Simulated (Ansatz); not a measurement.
# SiGeCl (doublet): inputs that go wrong at a displaced geometry (v2)

4 inputs are run for SiGeCl (doublet) as typed; the log has to tell whether the result can be used and what must change.

Method: the settings change from run to run; program: Ansatz 0.2.0, Gaussian basis.

17 further runs of the same task are left out: 4 that didn't finish, 13 set aside as unsound or not needed.

### Step 1. The geometry

The geometry is a PBE0/def2-TZVP stationary point (not a proven minimum) with its atoms shifted at random (size 0.100 Å). No spin-orbit coupling is included. The filled d shell of Ge may be among the frozen orbitals whatever the setting's name suggests; the logs give the count.

3 atoms, charge 0, spin multiplicity 2.

Atoms are counted from 1 here; the program's logs count them from 0.

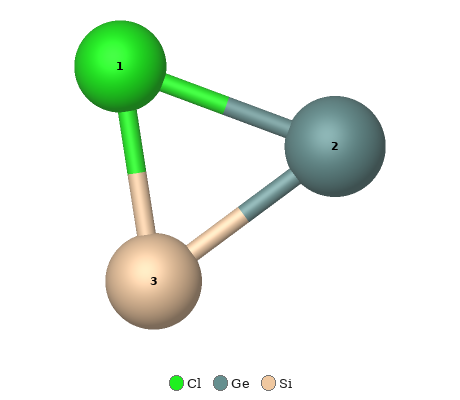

The geometry (chlorine green, germanium teal, silicon light orange); atoms are numbered from 1 in the order of the file.

### Step 2. Try 1

Contents of in.yaml:

```yaml
crystal:
  periodic: [false, false, false]
  atoms:
    - {symbol: Cl, position_ang: [0.106148, 0.885799, 1.296535]}
    - {symbol: Ge, position_ang: [-0.058726, 0.096226, -0.979185]}
    - {symbol: Si, position_ang: [0.017894, -1.367043, 0.895904]}
basis:
  gaussian: {orbitals: STO-3G}
magnetization: {spin_polarized: false, initial_magnetization: 1}
hamiltonian: {pseudopotentials: {relativity: none}}
correlation: {method: sc_nevpt2, electrons: outside_noble_gas, active_space: {window: {electrons: 1, orbitals: 2}, states: [{multiplicity: 2, weights: [0.5, 1, 1]}]}}
output: {forces: true}
```

Started as:

```
> ansatz run in.yaml --threads 1 --pin off --events-out ev --progress --plain --max-ram 2393MiB
```

What it wrote:

```text
Functional definition: HF
  name "HF"
  cite "Fock, Z. Phys. 61, 126 (1930) doi:10.1007/BF01340294"
  parent pbe
  exchange = exact_x
  correlation = 0
546 factors; integrals over basis functions are off by at most 3.5e-8 eV
mean field evaluation 1: about -75970.1024 eV, gradient 9.5e0 eV
mean field evaluation 2: about -75970.1357 eV, gradient 9.5e0 eV
mean field evaluation 4: about -75970.7196 eV, gradient 1.3e0 eV
mean field evaluation 8: about -75970.7835 eV, gradient 7.3e-2 eV
mean field evaluation 16: about -75968.6064 eV, gradient 7.2e0 eV
mean field evaluation 32: about -75969.0889 eV, gradient 3.4e-5 eV
mean field -75970.78343020 eV, -2791.8747962134 hartree, gradient 1.9e-6 eV, S^2 0.750000; 3 other end points of the search recorded, 0 dependent functions left out
reference -75970.78343020 eV, -2791.8747962134 hartree; 32, 31 occupied and 4, 5 virtual orbitals, 546 factors
Error: 3 states are sought, and the space of determinants holds 2 states of this symmetry and spin
```

Run time: 0.99 s. Hardware: 1 thread of Arm Neoverse V1, shared host.

Diagnosis: The run stopped with an error. It says: «3 states are sought, and the space of determinants holds 2 states of this symmetry and spin». Cure: ask for fewer states or enlarge the space.

### Step 3. Try 2

Contents of in.yaml:

```yaml
crystal:
  periodic: [false, false, false]
  atoms:
    - {symbol: Cl, position_ang: [0.106148, 0.885799, 1.296535]}
    - {symbol: Ge, position_ang: [-0.058726, 0.096226, -0.979185]}
    - {symbol: Si, position_ang: [0.017894, -1.367043, 0.895904]}
basis:
  gaussian: {orbitals: cc-pVDZ}
magnetization: {spin_polarized: false, initial_magnetization: 1}
hamiltonian: {xc: pbe0}
correlation: {active_space: {window: {electrons: 3, orbitals: 3}}}
```

Same command.

What it wrote:

```text
Error: invalid value for `correlation.active_space`: it starts from restricted Hartree–Fock orbitals; set hamiltonian.xc: hf without magnetization.spin_polarized
```

It took 0.03 s on 1 thread of Arm Neoverse V1, shared host.

Diagnosis: The run was refused. An active space is asked on a functional's orbitals. Fix: start from Hartree-Fock.

### Step 4. Try 3

Contents of in.yaml:

```yaml
crystal:
  periodic: [false, false, false]
  atoms:
    - {symbol: Cl, position_ang: [0.106148, 0.885799, 1.296535]}
    - {symbol: Ge, position_ang: [-0.058726, 0.096226, -0.979185]}
    - {symbol: Si, position_ang: [0.017894, -1.367043, 0.895904]}
basis:
  gaussian: {orbitals: cc-pVDZ}
magnetization: {spin_polarized: false, initial_magnetization: 1}
hamiltonian: {xc: pbe}
correlation: {method: sc_nevpt2, electrons: outside_noble_gas, active_space: {window: {electrons: 3, orbitals: 3}}}
accuracy: high
```

Launched as before.

What it wrote:

```text
Error: invalid value for `correlation.active_space`: it starts from restricted Hartree–Fock orbitals; set hamiltonian.xc: hf without magnetization.spin_polarized
```

Run time: 0.03 s. Hardware: 1 thread of Arm Neoverse V1, shared host.

**Diagnosis.** The run was refused. An active space is asked on a functional's orbitals. To mend it, start from Hartree-Fock.

### Step 5. Try 4

Contents of in.yaml:

```yaml
crystal:
  periodic: [false, false, false]
  atoms:
    - {symbol: Cl, position_ang: [-0.058726, 0.396226, -0.679185]}
    - {symbol: Ge, position_ang: [-0.058726, 0.096226, -0.979185]}
    - {symbol: Si, position_ang: [0.017894, -1.367043, 0.895904]}
basis:
  gaussian: {orbitals: cc-pVDZ}
magnetization: {spin_polarized: true, initial_magnetization: 1}
correlation: {method: mp2, electrons: outside_noble_gas}
```

Launched as before.

What it wrote, shortened:

```text
Functional definition: HF
  name "HF"
  cite "Fock, Z. Phys. 61, 126 (1930) doi:10.1007/BF01340294"
  parent pbe
[...]
727 factors; integrals over basis functions are off by at most 6.5e-4 eV
[...]
a density is far from that of the atoms, so the factors are made again for it
812 factors; integrals over basis functions are off by at most 7.0e-5 eV
[...]
mean field -74891.28272141 eV, -2752.2038768773 hartree, gradient 3.3e-6 eV, S^2 2.039318; 25 other end points of the search recorded, 0 dependent functions left out
24 core orbitals not correlated, not the lowest: weight in the atoms' cores, before any rotation towards them, 0.071 or more for the frozen orbitals, at most 0.071 for the correlated occupied ones
reference -74891.28272141 eV, -2752.2038768773 hartree; 8, 7 occupied and 31, 32 virtual orbitals, 812 factors
second order -4.34852434 eV of doubles, -0.00000000 eV of singles
Total energy: -74895.63124575 eV, -2752.3636821990 hartree
```

Run time: 57 s. Hardware: 1 thread of Arm Neoverse V1, shared host.

**Diagnosis.** The run converged, which proves nothing about the input. One atom lies on top of another. The shortest distance is 0.42 Å, against 2.29 Å in the geometry of step 1. Its energy belongs to another geometry. Fix: restore its position.

### Step 6. How the runs ended

```csv
try,level,ended,cause,time
1,"NEVPT2(1,2)/STO-3G",stopped by an error,"3 states are sought, and the space of determinants holds 2 states of this symmetry and spin",0.99 s
2,"CASSCF(3,3)/cc-pVDZ",refused,an active space is asked on a functional's orbitals,0.03 s
3,"NEVPT2(3,3)/cc-pVDZ",refused,an active space is asked on a functional's orbitals,0.03 s
4,MP2 on UHF/cc-pVDZ,converged,one atom lies on top of another,57 s
```

1 stopped by an error, 2 refused, 1 converged. The input that converges on a wrong geometry or spin is the dangerous one: no error points at it, so geometry and ⟨S²⟩ have to be checked.
